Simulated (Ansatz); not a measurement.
# C₃H₁₀OSi: small, medium and large basis sets

Aim: see how fast density functionals converge with the basis set for C₃H₁₀OSi.

The runs use Ansatz 0.2.0, Gaussian basis; one geometry, several basis sets.

Plan: PBE0-D4/def2-SVP; ωB97M-V/def2-SVP; PBE0-D4/def2-QZVPP; ωB97M-V/def2-QZVPP; the functionals' def2-TZVPP values are taken from earlier runs.

## (1) Structure used throughout

The geometry comes from an earlier relaxation with PBE0-D4 in a triple-zeta def2 set; it is a stationary point, not always the lowest conformer.

SMILES `CC(C)[SiH2]O`, 15 atoms, charge 0, spin multiplicity 1.

Atoms are counted from 1 here; the program's logs count them from 0.

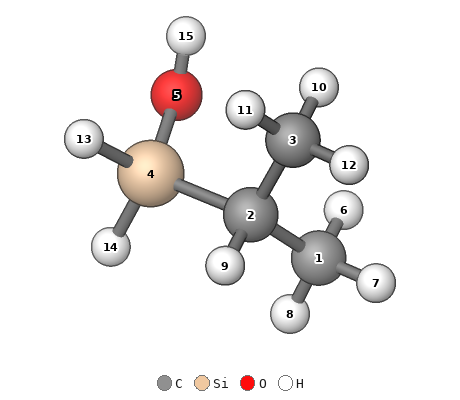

The structure; carbon grey, silicon light orange, oxygen red, hydrogen white; atoms are numbered from 1 in the order of the file.

## (2) PBE0-D4 in def2-SVP

The input, in.yaml:

```yaml
crystal:
  periodic: [false, false, false]
  atoms:
    - {symbol: C, position_ang: [-0.900149, -0.007868, 1.369521]}
    - {symbol: C, position_ang: [0.301742, 0.292668, 0.477513]}
    - {symbol: C, position_ang: [1.194181, -0.935300, 0.312237]}
    - {symbol: Si, position_ang: [-0.227945, 0.975097, -1.187513]}
    - {symbol: O, position_ang: [-1.134936, -0.108097, -2.046791]}
    - {symbol: H, position_ang: [-1.541975, -0.770210, 0.918448]}
    - {symbol: H, position_ang: [-0.579932, -0.384422, 2.346420]}
    - {symbol: H, position_ang: [-1.514344, 0.879841, 1.540176]}
    - {symbol: H, position_ang: [0.895093, 1.092376, 0.943984]}
    - {symbol: H, position_ang: [0.646165, -1.758390, -0.157869]}
    - {symbol: H, position_ang: [2.074500, -0.725688, -0.301703]}
    - {symbol: H, position_ang: [1.546369, -1.300421, 1.282199]}
    - {symbol: H, position_ang: [0.990440, 1.351539, -1.965321]}
    - {symbol: H, position_ang: [-1.099806, 2.163801, -1.007220]}
    - {symbol: H, position_ang: [-0.671203, -0.815527, -2.494879]}
basis:
  gaussian: {orbitals: def2-SVP}
hamiltonian: {xc: pbe0, dispersion: d4}
output: {orbitals: {seedname: orbitals}}
```

Started as:

```console
$ ansatz run in.yaml --threads 4 --pin off --events-out ev --progress --plain --max-ram 10444MiB
```

Log:

```text
Functional definition: PBE0
  name "PBE0"
  cite "Adamo & Barone, J. Chem. Phys. 110, 6158 (1999) doi:10.1063/1.478522"
  cite "Perdew, Burke & Ernzerhof, Phys. Rev. Lett. 77, 3865 (1996) doi:10.1103/PhysRevLett.77.3865"
  parent pbe
  parameter a = 0.25
  parameter kappa = 0.804
  parameter beta = 0.06672455060314922
  exchange = (1 - a)*pbe_x(kappa = kappa, mu = beta*pi^2/3) + a*exact_x
  correlation = pbe_c(beta = beta)
1393 factors; their error is unknown
mean field evaluation 1: about -13174.5077 eV, gradient 6.6e1 eV
mean field evaluation 2: about -13167.5203 eV, gradient 8.8e1 eV
mean field evaluation 4: about -13184.0344 eV, gradient 3.6e0 eV
mean field evaluation 8: about -13184.0569 eV, gradient 4.0e-2 eV
mean field evaluation 16: about -13184.0955 eV, gradient 3.0e-5 eV
mean field -13184.09547662 eV, -484.5065722649 hartree, gradient 3.0e-5 eV, S^2 0.000000; 0 other end points of the search recorded, 0 dependent functions left out
reference -13184.09550474 eV, -484.5065732985 hartree; 25, 25 occupied and 99, 99 virtual orbitals, 1393 factors
Total energy: -13184.35854852 eV, -484.5162399788 hartree
```

Run time: 1.1 s. Hardware: 4 threads of Arm Neoverse V2, shared host; peak memory 0.29 GiB.

## (3) ωB97M-V in def2-SVP

in.yaml: that of step 2 with these lines changed.

```diff
@@ -20,3 +20,3 @@
   gaussian: {orbitals: def2-SVP}
-hamiltonian: {xc: pbe0, dispersion: d4}
+hamiltonian: {xc: {name: wB97M-V}}
 output: {orbitals: {seedname: orbitals}}
```

The command is unchanged.

Log, cut to the lines that bear on the results:

```text
Functional definition: wB97M-V
  name "wB97M-V"
  cite "Mardirossian & Head-Gordon, J. Chem. Phys. 144, 214110 (2016) doi:10.1063/1.4952647"
  cite "Becke, J. Chem. Phys. 107, 8554 (1997) doi:10.1063/1.475007"
  cite "Vydrov & Van Voorhis, J. Chem. Phys. 133, 244103 (2010) doi:10.1063/1.3521275"
  # Of w^i u^j: cxij and so on, Table III.
[...]
  gx(w, u) = 1 - cx + cx01*u + cx10*w
  gss(w, u) = css00 + css04*u^4 + css10*w + css20*w^2 + css43*w^4*u^3
  gos(w, u) = cos00 + cos10*w + (cos20 + cos21*u)*w^2 + (cos60 + cos61*u)*w^6
[...]
      + integral(e_c_pw_mod_opposite_spin*gos(b97_w_opposite, b97_u_opposite)) + vv10(b, c)
1393 factors; their error is unknown
384 factors; integrals over basis functions are off by at most 6.8e-6 eV
[...]
mean field -13190.09309627 eV, -484.7269807218 hartree, gradient 3.9e-5 eV, S^2 0.000000; 0 other end points of the search recorded, 0 dependent functions left out
reference -13190.09314210 eV, -484.7269824059 hartree; 25, 25 occupied and 99, 99 virtual orbitals, 1393 factors
Total energy: -13190.09314210 eV, -484.7269824059 hartree
```

Wall time 4.2 s (4 threads of Arm Neoverse V2, shared host); peak memory 0.4 GiB.

## (4) PBE0-D4 in def2-QZVPP

in.yaml: that of step 3 with these lines changed.

```diff
@@ -19,4 +19,4 @@
 basis:
-  gaussian: {orbitals: def2-SVP}
-hamiltonian: {xc: {name: wB97M-V}}
+  gaussian: {orbitals: "def2-QZVPP.json"}
+hamiltonian: {xc: pbe0, dispersion: d4}
 output: {orbitals: {seedname: orbitals}}
```

The command is unchanged.

Log:

```text
Functional definition: PBE0
  name "PBE0"
  cite "Adamo & Barone, J. Chem. Phys. 110, 6158 (1999) doi:10.1063/1.478522"
  cite "Perdew, Burke & Ernzerhof, Phys. Rev. Lett. 77, 3865 (1996) doi:10.1103/PhysRevLett.77.3865"
  parent pbe
  parameter a = 0.25
  parameter kappa = 0.804
  parameter beta = 0.06672455060314922
  exchange = (1 - a)*pbe_x(kappa = kappa, mu = beta*pi^2/3) + a*exact_x
  correlation = pbe_c(beta = beta)
1712 factors; their error is unknown
mean field evaluation 1: about -13179.6488 eV, gradient 8.3e1 eV
mean field evaluation 2: about -13164.9548 eV, gradient 1.2e2 eV
mean field evaluation 4: about -13193.6391 eV, gradient 6.4e0 eV
mean field evaluation 8: about -13193.7120 eV, gradient 4.7e-1 eV
mean field evaluation 16: about -13193.7158 eV, gradient 2.6e-4 eV
mean field -13193.71581935 eV, -484.8601133392 hartree, gradient 3.2e-5 eV, S^2 0.000000; 0 other end points of the search recorded, 0 dependent functions left out
reference -13193.71586395 eV, -484.8601149783 hartree; 25, 25 occupied and 573, 573 virtual orbitals, 1712 factors
Total energy: -13193.97890772 eV, -484.8697816587 hartree
```

Wall time 9.5 s (4 threads of Arm Neoverse V2, shared host); peak memory 2.5 GiB.

## (5) ωB97M-V in def2-QZVPP

in.yaml: that of step 4 with these lines changed.

```diff
@@ -20,3 +20,3 @@
   gaussian: {orbitals: "def2-QZVPP.json"}
-hamiltonian: {xc: pbe0, dispersion: d4}
+hamiltonian: {xc: {name: wB97M-V}}
 output: {orbitals: {seedname: orbitals}}
```

Same command.

Log, cut to the lines that bear on the results:

```text
Functional definition: wB97M-V
  name "wB97M-V"
  cite "Mardirossian & Head-Gordon, J. Chem. Phys. 144, 214110 (2016) doi:10.1063/1.4952647"
  cite "Becke, J. Chem. Phys. 107, 8554 (1997) doi:10.1063/1.475007"
  cite "Vydrov & Van Voorhis, J. Chem. Phys. 133, 244103 (2010) doi:10.1063/1.3521275"
  # Of w^i u^j: cxij and so on, Table III.
[...]
  gx(w, u) = 1 - cx + cx01*u + cx10*w
  gss(w, u) = css00 + css04*u^4 + css10*w + css20*w^2 + css43*w^4*u^3
  gos(w, u) = cos00 + cos10*w + (cos20 + cos21*u)*w^2 + (cos60 + cos61*u)*w^6
[...]
      + integral(e_c_pw_mod_opposite_spin*gos(b97_w_opposite, b97_u_opposite)) + vv10(b, c)
1692 factors; their error is unknown
482 factors; integrals over basis functions are off by at most 9.3e-6 eV
[...]
mean field -13200.01885699 eV, -485.0917457003 hartree, gradient 2.4e-5 eV, S^2 0.000000; 0 other end points of the search recorded, 0 dependent functions left out
reference -13200.01892821 eV, -485.0917483175 hartree; 25, 25 occupied and 573, 573 virtual orbitals, 1692 factors
Total energy: -13200.01892821 eV, -485.0917483175 hartree
```

It took 22 s on 4 threads of Arm Neoverse V2, shared host; peak memory 2.9 GiB.

## (6) Density functionals: the series

The def2-TZVPP values come from earlier runs at the same geometry.

```
functional       basis  functions  energy (eV)  from the largest (eV)  HOMO (eV)  LUMO (eV)
   PBE0-D4    def2-SVP        124  -13184.3585                  9.620      -7.68       0.91
   PBE0-D4  def2-TZVPP        306  -13193.3916                  0.587      -7.77       0.30
   PBE0-D4  def2-QZVPP        598  -13193.9789                  0.000      -7.79       0.02
   ωB97M-V    def2-SVP        124  -13190.0931                  9.926      -9.91       2.66
   ωB97M-V  def2-TZVPP        306  -13199.4593                  0.560     -10.01       1.85
   ωB97M-V  def2-QZVPP        598  -13200.0189                  0.000     -10.02       1.31
```

## (7) Summary of results

| quantity | value |
| --- | --- |
| PBE0-D4: double and triple zeta above quadruple | 9.62, 0.59 eV |
| ωB97M-V: double and triple zeta above quadruple | 9.93, 0.56 eV |

PBE0-D4 gains 9.03 eV from double to triple zeta, then 0.59 eV more. These are total energies; as a rule much of such shifts cancels in differences, which this series doesn't test. The LUMO of ωB97M-V is positive and keeps falling with the basis (2.66 to 1.31 eV): an unbound level that the basis holds in place.

For PBE0-D4 the largest set took about 8 times as long as the smallest (9.5 s against 1.1 s).
